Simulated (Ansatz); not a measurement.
# C3H11HfN: single points with varied inputs

How do the results and run time of C3H11HfN respond when the settings are drawn wide?

Program: Ansatz 0.2.0, Gaussian basis. Level of theory: the settings change from run to run. These are calculated values, not measurements.

1 further run of the same task is left out (for a known fault of the program). Runs told in other sessions of the task aren't counted.

### 1 The geometry

The structure was relaxed beforehand with PBE0-D4 in a triple-zeta def2 set. Hf takes a core potential in def2 sets; no spin-orbit term is included.

SMILES `[CH3][Hf]([CH3])([CH3])[NH2]`, 16 atoms, charge 0, spin multiplicity 1.

Atoms are counted from 1 here; the program's logs count them from 0.

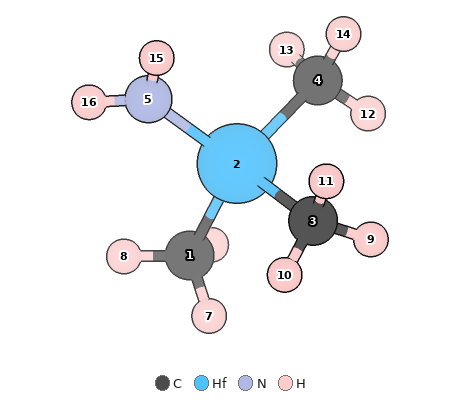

The geometry (carbon dark grey, hafnium blue, nitrogen light blue, hydrogen pink); atoms are numbered from 1 in the order of the file.

Geometry (Å):

```mol
C3H11HfN
  3D, bonds by distance, orders not assigned

 16 15  0  0  0  0  0  0  0  0999 V2000
   -1.8166    0.1659   -1.2347 C   0  0
   -0.0567    0.1729    0.1242 Hf  0  0
    0.0678   -1.7496    1.2396 C   0  0
    1.8085    0.2861   -1.0873 C   0  0
   -0.0954    1.7240    1.4299 N   0  0
   -1.5049    0.2563   -2.2838 H   0  0
   -2.3867   -0.7684   -1.1465 H   0  0
   -2.5152    0.9883   -1.0351 H   0  0
    0.4055   -2.5570    0.5761 H   0  0
   -0.9099   -2.0482    1.6389 H   0  0
    0.7634   -1.7164    2.0863 H   0  0
    1.8792   -0.5741   -1.7666 H   0  0
    1.8473    1.1914   -1.7052 H   0  0
    2.7139    0.2825   -0.4685 H   0  0
    0.5632    1.8629    2.1850 H   0  0
   -0.7634    2.4833    1.4479 H   0  0
  1  2  8  0
  2  3  8  0
  2  4  8  0
  2  5  8  0
  1  6  8  0
  1  7  8  0
  1  8  8  0
  3  9  8  0
  3 10  8  0
  3 11  8  0
  4 12  8  0
  4 13  8  0
  4 14  8  0
  5 15  8  0
  5 16  8  0
M  END
```

### 2 revPBE0/def2-TZVPD

Contents of in.yaml:

```yaml
crystal:
  periodic: [false, false, false]
  atoms:
    - {symbol: C, position_ang: [-1.816638, 0.165852, -1.234711]}
    - {symbol: Hf, position_ang: [-0.056670, 0.172924, 0.124216]}
    - {symbol: C, position_ang: [0.067814, -1.749556, 1.239627]}
    - {symbol: C, position_ang: [1.808490, 0.286107, -1.087302]}
    - {symbol: N, position_ang: [-0.095409, 1.724015, 1.429852]}
    - {symbol: H, position_ang: [-1.504875, 0.256281, -2.283777]}
    - {symbol: H, position_ang: [-2.386749, -0.768394, -1.146515]}
    - {symbol: H, position_ang: [-2.515150, 0.988307, -1.035124]}
    - {symbol: H, position_ang: [0.405538, -2.557023, 0.576100]}
    - {symbol: H, position_ang: [-0.909917, -2.048199, 1.638947]}
    - {symbol: H, position_ang: [0.763444, -1.716391, 2.086252]}
    - {symbol: H, position_ang: [1.879213, -0.574054, -1.766640]}
    - {symbol: H, position_ang: [1.847271, 1.191419, -1.705222]}
    - {symbol: H, position_ang: [2.713869, 0.282456, -0.468545]}
    - {symbol: H, position_ang: [0.563175, 1.862925, 2.184969]}
    - {symbol: H, position_ang: [-0.763426, 2.483322, 1.447855]}
basis:
  gaussian: {orbitals: def2-TZVPD}
hamiltonian: {xc: {name: revPBE0}}
```

Run with:

```sh
> ansatz run in.yaml --threads 4 --pin off --events-out ev --progress --plain --max-ram 11315MiB
```

The log of the run:

```text
Functional definition: revPBE0
  name "revPBE0"
  cite "Zhang & Yang, Phys. Rev. Lett. 80, 890 (1998) doi:10.1103/PhysRevLett.80.890"
  cite "Adamo & Barone, J. Chem. Phys. 110, 6158 (1999) doi:10.1063/1.478522"
  cite "Perdew, Burke & Ernzerhof, Phys. Rev. Lett. 77, 3865 (1996) doi:10.1103/PhysRevLett.77.3865"
  parameter a = 0.25
  parameter kappa = 1.245
  parameter beta = 0.06672455060314922
  exchange = (1 - a)*pbe_x(kappa = kappa, mu = beta*pi^2/3) + a*exact_x
  correlation = pbe_c(beta = beta)
1701 factors; their error is unknown
mean field evaluation 1: about -6065.3747 eV, gradient 1.0e2 eV
mean field evaluation 2: about -6037.8943 eV, gradient 1.4e2 eV
mean field evaluation 4: about -6088.5131 eV, gradient 8.8e0 eV
mean field evaluation 8: about -6088.6753 eV, gradient 4.5e-1 eV
mean field evaluation 16: about -6088.6756 eV, gradient 6.2e-5 eV
mean field -6088.67560899 eV, -223.7547015780 hartree, gradient 6.2e-5 eV, S^2 0.000000; 0 other end points of the search recorded, 0 dependent functions left out
reference -6088.67567602 eV, -223.7547040410 hartree; 24, 24 occupied and 266, 266 virtual orbitals, 1701 factors
Total energy: -6088.67567602 eV, -223.7547040410 hartree
```

Run time: 1.5 s. Hardware: 4 threads of AMD EPYC 9R45, shared host; peak memory 0.66 GiB.

### 3 HF/def2-SVPD

Set apart from the defaults: charge +1, multiplicity 2, restricted open-shell orbitals, the search for lower states set to off.

in.yaml, as its differences from that of step 2:

```diff
@@ -20,3 +20,6 @@
 basis:
-  gaussian: {orbitals: def2-TZVPD}
-hamiltonian: {xc: {name: revPBE0}}
+  gaussian: {orbitals: def2-SVPD}
+total_charge: 1
+magnetization: {spin_polarized: false, initial_magnetization: 1}
+hamiltonian: {xc: {name: HF}}
+scf: {lower_state_search: off}
```

Same command.

The log of the run:

```text
Functional definition: HF
  name "HF"
  cite "Fock, Z. Phys. 61, 126 (1930) doi:10.1007/BF01340294"
  parent pbe
  exchange = exact_x
  correlation = 0
these checks for a lower state are left out or cut short: stability, starts, cluster_reference, orbital_swaps, neighbouring_geometries, increment
2044 factors; their error is unknown
mean field evaluation 1: about -6018.3801 eV, gradient 5.9e1 eV
mean field evaluation 2: about -6018.8909 eV, gradient 5.6e1 eV
mean field evaluation 4: about -6026.5219 eV, gradient 1.4e1 eV
mean field evaluation 8: about -6027.3245 eV, gradient 9.2e-1 eV
mean field evaluation 16: about -6027.8206 eV, gradient 1.5e-6 eV
mean field -6027.82056694 eV, -221.5183200313 hartree, gradient 1.5e-6 eV, S^2 0.750000; 0 other end points of the search recorded, 0 dependent functions left out
reference -6027.82056694 eV, -221.5183200313 hartree; 24, 23 occupied and 179, 180 virtual orbitals, 2044 factors
Total energy: -6027.82056694 eV, -221.5183200313 hartree
Checks for a lower state left out: stability, starts, cluster_reference, orbital_swaps, neighbouring_geometries, increment
```

It took 0.55 s on 4 threads of AMD EPYC 9R45, shared host; peak memory 0.49 GiB.

### 4 PBE-QIDH/def2-TZVP

Options: atoms shaken by 0.08 Å.

Contents of in.yaml:

```yaml
crystal:
  periodic: [false, false, false]
  atoms:
    - {symbol: C, position_ang: [-1.769629, 0.069375, -1.336413]}
    - {symbol: Hf, position_ang: [0.018991, 0.250128, 0.170252]}
    - {symbol: C, position_ang: [-0.007309, -1.698230, 1.231264]}
    - {symbol: C, position_ang: [1.902210, 0.277678, -0.952395]}
    - {symbol: N, position_ang: [-0.156392, 1.795602, 1.428965]}
    - {symbol: H, position_ang: [-1.638496, 0.237922, -2.328802]}
    - {symbol: H, position_ang: [-2.311304, -0.883705, -1.081972]}
    - {symbol: H, position_ang: [-2.403221, 0.901700, -1.083444]}
    - {symbol: H, position_ang: [0.377665, -2.532389, 0.489401]}
    - {symbol: H, position_ang: [-1.035278, -1.957711, 1.598027]}
    - {symbol: H, position_ang: [0.560757, -1.790257, 2.059025]}
    - {symbol: H, position_ang: [1.843995, -0.455789, -1.757907]}
    - {symbol: H, position_ang: [1.763292, 1.149426, -1.721490]}
    - {symbol: H, position_ang: [2.746495, 0.354767, -0.457103]}
    - {symbol: H, position_ang: [0.622291, 1.820265, 2.081832]}
    - {symbol: H, position_ang: [-0.817669, 2.593430, 1.564487]}
basis:
  gaussian: {orbitals: def2-TZVP}
hamiltonian: {xc: {name: PBE-QIDH}}
```

Launched as before.

The log of the run, cut to the lines that bear on the results:

```text
Functional definition: PBE-QIDH
  name "PBE-QIDH"
  cite "Brémond, Sancho-García, Pérez-Jiménez & Adamo, J. Chem. Phys. 141, 031101 (2014) doi:10.1063/1.4890314"
  cite "Perdew, Burke & Ernzerhof, Phys. Rev. Lett. 77, 3865 (1996) doi:10.1103/PhysRevLett.77.3865"
[...]
1692 factors; integrals over basis functions are off by at most 1.5e-3 eV
[...]
mean field -6068.80303640 eV, -223.0243980052 hartree, gradient 2.8e-6 eV, S^2 0.000000; 0 other end points of the search recorded, 0 dependent functions left out
4 core orbitals not correlated: weight in the atoms' cores, before any rotation towards them, 1.000 or more for the frozen orbitals, at most 0.000 for the correlated occupied ones
reference -6068.80305193 eV, -223.0243985759 hartree; 20, 20 occupied and 206, 206 virtual orbitals, 1692 factors
second order -31.69298625 eV of doubles, -0.00000000 eV of singles
Total energy: -6079.36738068 eV, -223.4126304967 hartree
```

Run time: 2.4 s. Hardware: 4 threads of AMD EPYC 9R45, shared host; peak memory 0.64 GiB.

### 5 rPW86-PBE/def2-mTZVP

This run has finite nuclei, D3(BJ) with three-body dispersion.

Contents of in.yaml:

```yaml
crystal:
  periodic: [false, false, false]
  atoms:
    - {symbol: C, position_ang: [-1.816638, 0.165852, -1.234711]}
    - {symbol: Hf, position_ang: [-0.056670, 0.172924, 0.124216]}
    - {symbol: C, position_ang: [0.067814, -1.749556, 1.239627]}
    - {symbol: C, position_ang: [1.808490, 0.286107, -1.087302]}
    - {symbol: N, position_ang: [-0.095409, 1.724015, 1.429852]}
    - {symbol: H, position_ang: [-1.504875, 0.256281, -2.283777]}
    - {symbol: H, position_ang: [-2.386749, -0.768394, -1.146515]}
    - {symbol: H, position_ang: [-2.515150, 0.988307, -1.035124]}
    - {symbol: H, position_ang: [0.405538, -2.557023, 0.576100]}
    - {symbol: H, position_ang: [-0.909917, -2.048199, 1.638947]}
    - {symbol: H, position_ang: [0.763444, -1.716391, 2.086252]}
    - {symbol: H, position_ang: [1.879213, -0.574054, -1.766640]}
    - {symbol: H, position_ang: [1.847271, 1.191419, -1.705222]}
    - {symbol: H, position_ang: [2.713869, 0.282456, -0.468545]}
    - {symbol: H, position_ang: [0.563175, 1.862925, 2.184969]}
    - {symbol: H, position_ang: [-0.763426, 2.483322, 1.447855]}
basis:
  gaussian: {orbitals: def2-mTZVP, nuclear_model: gaussian}
hamiltonian: {xc: {name: rPW86-PBE}, dispersion: d3bjatm}
```

Launched as before.

The log of the run:

```text
Functional definition: rPW86-PBE
  name "rPW86-PBE"
  cite "Murray, Lee & Langreth, J. Chem. Theory Comput. 5, 2754 (2009) doi:10.1021/ct900365q"
  cite "Perdew, Burke & Ernzerhof, Phys. Rev. Lett. 77, 3865 (1996) doi:10.1103/PhysRevLett.77.3865"
  parent pbe
  exchange = rpw86_x
  correlation = pbe_c
1502 factors; their error is unknown
mean field evaluation 1: about -6062.4191 eV, gradient 1.4e2 eV
mean field evaluation 2: about -5929.1507 eV, gradient 2.4e2 eV
mean field evaluation 4: about -6101.7504 eV, gradient 2.9e1 eV
mean field evaluation 8: about -6103.7924 eV, gradient 3.2e-1 eV
mean field evaluation 16: about -6103.6995 eV, gradient 8.3e-4 eV
mean field -6103.69952325 eV, -224.3068202433 hartree, gradient 1.8e-5 eV, S^2 0.000000; 0 other end points of the search recorded, 0 dependent functions left out
reference -6103.69966303 eV, -224.3068253800 hartree; 24, 24 occupied and 121, 121 virtual orbitals, 1502 factors
Total energy: -6104.00536654 eV, -224.3180597769 hartree
```

Run time: 1.6 s. Hardware: 4 threads of AMD EPYC 9R45, shared host; peak memory 0.31 GiB.

### 6 B2PLYP/ANO-RCC-VTZP

in.yaml, as its differences from that of step 5:

```diff
@@ -20,3 +20,4 @@
 basis:
-  gaussian: {orbitals: def2-mTZVP, nuclear_model: gaussian}
-hamiltonian: {xc: {name: rPW86-PBE}, dispersion: d3bjatm}
+  gaussian: {orbitals: ANO-RCC-VTZP}
+hamiltonian: {xc: {name: B2PLYP}}
+output: {forces: true}
```

The command is unchanged.

The log of the run, cut to the lines that bear on the results:

```text
Functional definition: B2PLYP
  name "B2PLYP"
  cite "Grimme, J. Chem. Phys. 124, 034108 (2006) doi:10.1063/1.2148954"
  cite "Becke, Phys. Rev. A 38, 3098 (1988) doi:10.1103/PhysRevA.38.3098"
  cite "Lee, Yang & Parr, Phys. Rev. B 37, 785 (1988) doi:10.1103/PhysRevB.37.785"
[...]
2533 factors; integrals over basis functions are off by at most 1.1e-3 eV
[...]
mean field -415090.16386993 eV, -15254.2821640013 hartree, gradient 6.3e-6 eV, S^2 0.000000; 0 other end points of the search recorded, 0 dependent functions left out
27 core orbitals not correlated: weight in the atoms' cores, before any rotation towards them, 1.000 or more for the frozen orbitals, at most 0.000 for the correlated occupied ones
reference -415090.16411555 eV, -15254.2821730277 hartree; 27, 27 occupied and 324, 324 virtual orbitals, 2533 factors
second order -67.36870216 eV of doubles, -0.00000000 eV of singles
[...]
Atom 6 at    -2.386749    -0.768394    -1.146515 Å, force     0.064181     0.084021     0.002066 eV/Å
Atom 7 at    -2.515150     0.988307    -1.035124 Å, force     0.072095    -0.070346    -0.007066 eV/Å
Atom 8 at     0.405538    -2.557023     0.576100 Å, force    -0.031964     0.086969     0.042893 eV/Å
Atom 9 at    -0.909917    -2.048199     1.638947 Å, force     0.080068     0.044660    -0.039787 eV/Å
Atom 10 at     0.763444    -1.716391     2.086252 Å, force    -0.056523     0.016640    -0.083718 eV/Å
Atom 11 at     1.879213    -0.574054    -1.766640 Å, force    -0.026755     0.068570     0.068350 eV/Å
Atom 12 at     1.847271     1.191419    -1.705222 Å, force    -0.021251    -0.075039     0.063304 eV/Å
Atom 13 at     2.713869     0.282456    -0.468545 Å, force    -0.094033    -0.001350    -0.034650 eV/Å
Atom 14 at     0.563175     1.862925     2.184969 Å, force     0.002308    -0.001660    -0.001092 eV/Å
Atom 15 at    -0.763426     2.483322     1.447855 Å, force    -0.000409    -0.002590    -0.003336 eV/Å
Dipole moment:    -0.064061     0.217459     0.160449 e Å
```

Run time: 57 s. Hardware: 4 threads of AMD EPYC 9R45, shared host; peak memory 3.4 GiB.

Largest force 0.334 eV/Å, dipole 1.33 D.

### 7 B3LYP/def2-TZVP

Set apart from the defaults: charge -1, multiplicity 2, D4 dispersion, the search for lower states set to off.

in.yaml, as its differences from that of step 6:

```diff
@@ -20,4 +20,6 @@
 basis:
-  gaussian: {orbitals: ANO-RCC-VTZP}
-hamiltonian: {xc: {name: B2PLYP}}
-output: {forces: true}
+  gaussian: {orbitals: def2-TZVP}
+total_charge: -1
+magnetization: {spin_polarized: true, initial_magnetization: 1}
+hamiltonian: {xc: {name: B3LYP}, dispersion: d4}
+scf: {lower_state_search: off}
```

Same command.

The log of the run, cut to the lines that bear on the results:

```text
Functional definition: B3LYP
  name "B3LYP"
  cite "Stephens, Devlin, Chabalowski & Frisch, J. Phys. Chem. 98, 11623 (1994) doi:10.1021/j100096a001"
  cite "Becke, Phys. Rev. A 38, 3098 (1988) doi:10.1103/PhysRevA.38.3098"
  cite "Lee, Yang & Parr, Phys. Rev. B 37, 785 (1988) doi:10.1103/PhysRevB.37.785"
  cite "Vosko, Wilk & Nusair, Can. J. Phys. 58, 1200 (1980) doi:10.1139/p80-159"
[...]
1552 factors; their error is unknown
[...]
mean field -6090.19488614 eV, -223.8105339834 hartree, gradient 2.8e-6 eV, S^2 0.750205; 0 other end points of the search recorded, 0 dependent functions left out
reference -6090.19525575 eV, -223.8105475662 hartree; 25, 24 occupied and 205, 206 virtual orbitals, 1552 factors
Total energy: -6090.70195853 eV, -223.8291685498 hartree
Checks for a lower state left out: stability, starts, cluster_reference, orbital_swaps, neighbouring_geometries, increment
```

Run time: 2.7 s. Hardware: 4 threads of AMD EPYC 9R45, shared host; peak memory 0.8 GiB.

⟨S²⟩ 0.750.

### 8 PBEsol/ANO-RCC-VTZP

Options: multiplicity 3, restricted open-shell orbitals, atoms shaken by 0.03 Å, high accuracy.

Contents of in.yaml:

```yaml
crystal:
  periodic: [false, false, false]
  atoms:
    - {symbol: C, position_ang: [-1.842859, 0.161320, -1.179308]}
    - {symbol: Hf, position_ang: [-0.022425, 0.166846, 0.117549]}
    - {symbol: C, position_ang: [0.096969, -1.744896, 1.258334]}
    - {symbol: C, position_ang: [1.790959, 0.297097, -1.055191]}
    - {symbol: N, position_ang: [-0.142306, 1.746601, 1.479380]}
    - {symbol: H, position_ang: [-1.502329, 0.272541, -2.275896]}
    - {symbol: H, position_ang: [-2.414694, -0.758374, -1.167577]}
    - {symbol: H, position_ang: [-2.556767, 0.995931, -1.015445]}
    - {symbol: H, position_ang: [0.340986, -2.528335, 0.623279]}
    - {symbol: H, position_ang: [-0.948221, -2.016436, 1.656624]}
    - {symbol: H, position_ang: [0.807347, -1.709071, 2.106442]}
    - {symbol: H, position_ang: [1.867999, -0.611850, -1.771488]}
    - {symbol: H, position_ang: [1.877781, 1.179048, -1.729480]}
    - {symbol: H, position_ang: [2.726390, 0.267457, -0.434796]}
    - {symbol: H, position_ang: [0.551856, 1.866407, 2.188707]}
    - {symbol: H, position_ang: [-0.757345, 2.440894, 1.458567]}
basis:
  gaussian: {orbitals: ANO-RCC-VTZP}
magnetization: {spin_polarized: false, initial_magnetization: 2}
hamiltonian: {xc: {name: PBEsol}}
accuracy: high
output: {forces: true}
```

The command is unchanged.

The log of the run, cut to the lines that bear on the results:

```text
Functional definition: PBEsol
  name "PBEsol"
  cite "Perdew et al., Phys. Rev. Lett. 100, 136406 (2008) doi:10.1103/PhysRevLett.100.136406"
  cite "Perdew, Burke & Ernzerhof, Phys. Rev. Lett. 77, 3865 (1996) doi:10.1103/PhysRevLett.77.3865"
  parent pbesol
[...]
7300 factors; integrals over basis functions are off by at most 5.6e-9 eV
[...]
mean field -414973.74486276 eV, -15250.0038443995 hartree, gradient 2.7e-8 eV, S^2 2.000000; 16 other end points of the search recorded, 0 dependent functions left out
[...]
reference -414973.74487313 eV, -15250.0038447806 hartree; 55, 53 occupied and 323, 325 virtual orbitals, 7300 factors
Total energy: -414973.74487313 eV, -15250.0038447806 hartree
Relativity: scalar
Atom 0 at    -1.842859     0.161320    -1.179308 Å, force     0.138601     0.682072    -1.473846 eV/Å
[...]
Atom 6 at    -2.414694    -0.758374    -1.167577 Å, force    -0.334144    -0.706631     0.127768 eV/Å
Atom 7 at    -2.556767     0.995931    -1.015445 Å, force     0.096650    -0.046658     0.186143 eV/Å
Atom 8 at     0.340986    -2.528335     0.623279 Å, force     0.812157    -1.835318    -1.675344 eV/Å
Atom 9 at    -0.948221    -2.016436     1.656624 Å, force     0.898029     0.443062    -0.134605 eV/Å
Atom 10 at     0.807347    -1.709071     2.106442 Å, force    -0.032629     0.252465    -0.116090 eV/Å
Atom 11 at     1.867999    -0.611850    -1.771488 Å, force    -0.371617     0.840840     0.917616 eV/Å
Atom 12 at     1.877781     1.179048    -1.729480 Å, force    -0.186679     0.144394     0.150758 eV/Å
Atom 13 at     2.726390     0.267457    -0.434796 Å, force    -0.524574     0.058143     0.051886 eV/Å
Atom 14 at     0.551856     1.866407     2.188707 Å, force     0.619929     0.402216     0.911853 eV/Å
Atom 15 at    -0.757345     2.440894     1.458567 Å, force    -3.462597     4.137126     0.058192 eV/Å
Dipole moment:     0.173253     0.180078     0.136136 e Å
```

Wall time 7.1 min (4 threads of AMD EPYC 9R45, shared host); peak memory 7.9 GiB.

Largest force 5.653 eV/Å, dipole 1.37 D.

### 9 wB97/def2-SVPD

Options: multiplicity 3, relativity set to none.

Contents of in.yaml:

```yaml
crystal:
  periodic: [false, false, false]
  atoms:
    - {symbol: C, position_ang: [-1.816638, 0.165852, -1.234711]}
    - {symbol: Hf, position_ang: [-0.056670, 0.172924, 0.124216]}
    - {symbol: C, position_ang: [0.067814, -1.749556, 1.239627]}
    - {symbol: C, position_ang: [1.808490, 0.286107, -1.087302]}
    - {symbol: N, position_ang: [-0.095409, 1.724015, 1.429852]}
    - {symbol: H, position_ang: [-1.504875, 0.256281, -2.283777]}
    - {symbol: H, position_ang: [-2.386749, -0.768394, -1.146515]}
    - {symbol: H, position_ang: [-2.515150, 0.988307, -1.035124]}
    - {symbol: H, position_ang: [0.405538, -2.557023, 0.576100]}
    - {symbol: H, position_ang: [-0.909917, -2.048199, 1.638947]}
    - {symbol: H, position_ang: [0.763444, -1.716391, 2.086252]}
    - {symbol: H, position_ang: [1.879213, -0.574054, -1.766640]}
    - {symbol: H, position_ang: [1.847271, 1.191419, -1.705222]}
    - {symbol: H, position_ang: [2.713869, 0.282456, -0.468545]}
    - {symbol: H, position_ang: [0.563175, 1.862925, 2.184969]}
    - {symbol: H, position_ang: [-0.763426, 2.483322, 1.447855]}
basis:
  gaussian: {orbitals: def2-SVPD}
magnetization: {spin_polarized: true, initial_magnetization: 2}
hamiltonian: {xc: {name: wB97}, pseudopotentials: {relativity: none}}
```

Launched as before.

The log of the run, cut to the lines that bear on the results:

```text
Functional definition: wB97
  name "wB97"
  cite "Chai & Head-Gordon, J. Chem. Phys. 128, 084106 (2008) doi:10.1063/1.2834918"
  cite "Becke, J. Chem. Phys. 107, 8554 (1997) doi:10.1063/1.475007"
[...]
  # The coefficients of nought are those of the uniform gas.
[...]
      + integral(e_c_pw_opposite_spin*poly(b97_u_opposite, 1, cos1, cos2, cos3, cos4))
1706 factors; their error is unknown
855 factors; integrals over basis functions are off by at most 5.0e-6 eV
[...]
mean field -6078.78571684 eV, -223.3912547450 hartree, gradient 2.6e-6 eV, S^2 2.006169; 12 other end points of the search recorded, 0 dependent functions left out
reference -6078.78569799 eV, -223.3912540522 hartree; 25, 23 occupied and 178, 180 virtual orbitals, 1706 factors
Total energy: -6078.78569799 eV, -223.3912540522 hartree
```

Wall time 31 s (4 threads of AMD EPYC 9R45, shared host); peak memory 1.2 GiB.

⟨S²⟩ 2.006.

### 10 All runs side by side

| level | charge | multiplicity | geometry | functions | energy (eV) | time |
| --- | --- | --- | --- | --- | --- | --- |
| revPBE0/def2-TZVPD | 0 | 1 | relaxed | 290 | -6088.676 | 1.5 s |
| HF/def2-SVPD | 1 | 2 | relaxed | 203 | -6027.821 | 0.55 s |
| PBE-QIDH/def2-TZVP | 0 | 1 | shaken | 230 | -6079.367 | 2.4 s |
| rPW86-PBE/def2-mTZVP | 0 | 1 | relaxed | 145 | -6104.005 | 1.6 s |
| B2PLYP/ANO-RCC-VTZP | 0 | 1 | relaxed | 378 | -415108.354 | 57 s |
| B3LYP/def2-TZVP | -1 | 2 | relaxed | 230 | -6090.702 | 2.7 s |
| PBEsol/ANO-RCC-VTZP | 0 | 3 | shaken | 378 | -414973.745 | 7.1 min |
| wB97/def2-SVPD | 0 | 3 | relaxed | 203 | -6078.786 | 31 s |

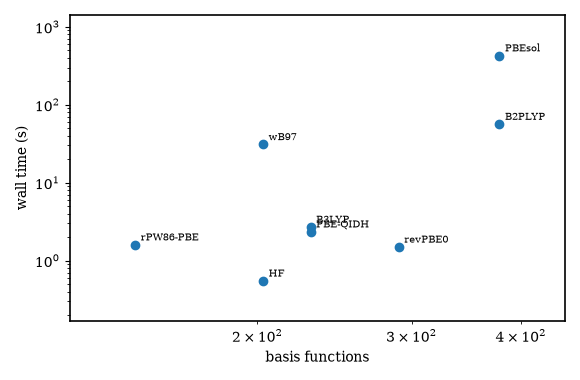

Wall time against the number of basis functions (shared host).

### 11 Results

| quantity | value |
| --- | --- |
| runs | 8 |
| quickest | HF/def2-SVPD, 0.55 s |
| slowest | PBEsol/ANO-RCC-VTZP, 7.1 min |
| spread of total energies, same state and geometry | 409019.7 eV |

What this shows: PBEsol/ANO-RCC-VTZP took 777 times as long as HF/def2-SVPD. The jobs differ in tasks and options as well as level. The totals spread over 409020 eV; they can't be compared across methods or bases. Some of these runs are scalar-relativistic and others not, which shifts the totals of all-electron atoms past neon by several eV an atom and more; core potentials, where a basis has them, take the core out of the total altogether. At the PBE0-D4/def2-TZVP geometry and in the same state, the sound runs without point charges leave forces up to 0.33 eV/Å (B2PLYP/ANO-RCC-VTZP).
